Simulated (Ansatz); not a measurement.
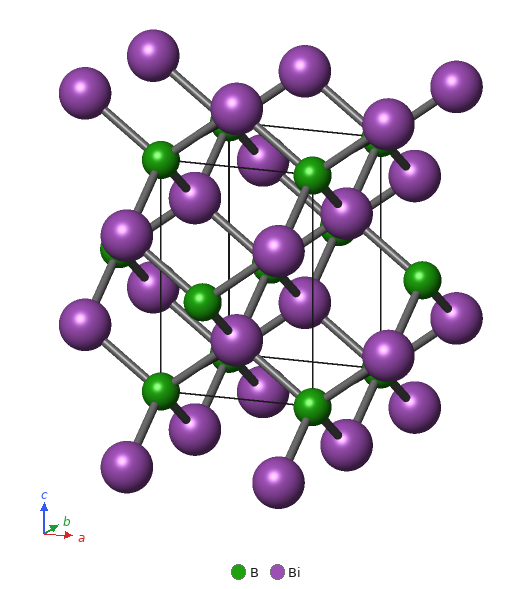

Drawn in the ball-and-stick manner and seen slightly off an axis. One conventional unit cell is framed, with atoms on its boundary repeated. Atoms outside the box are added where they are bonded to one inside.

BiB, space group Imm2 (No. 44), a = 3.804 Å, b = 3.959 Å, c = 5.490 Å, α = 90.00°, β = 90.00°, γ = 90.00°. The structure comes from a structure type filled with these elements by a generator (whether the compound takes this form wasn't checked). The cell was then strained or its atoms displaced on purpose. It was the input of a calculation with Ansatz.

This one geometry was computed with Ansatz (DFT, plane waves, PAW) at three levels of theory: PBE, r2SCAN and HSE06. It was relaxed with r2SCAN and then strained.

**Which level gives the highest pressure at this volume, and what does that say about its equilibrium volume?**

Highest: PBE (1.4 GPa), which points to the largest equilibrium volume. Lowest, with the smallest volume: HSE06 (-1.7 GPa). Levels within 0.5 GPa of each other can't be told apart.

**How does the band gap change with the level of theory?**

PBE: a gap of 0.09 eV, indirect; r2SCAN: a gap of 0.17 eV, indirect; HSE06: a gap of 0.59 eV, indirect.

**Collect the results in a table.**

| level | cutoff (eV) | k-mesh of the run's cell | gap (eV) | pressure (GPa) |
| --- | --- | --- | --- | --- |
| PBE | 420 | 8×8×8 | 0.09 | 1.4 |
| r2SCAN | 500 | 8×8×8 | 0.17 | 0.1 |
| HSE06 | 420 | 6×6×6 | 0.59 | -1.7 |

Gaps are taken on the k-mesh or band path of each run.
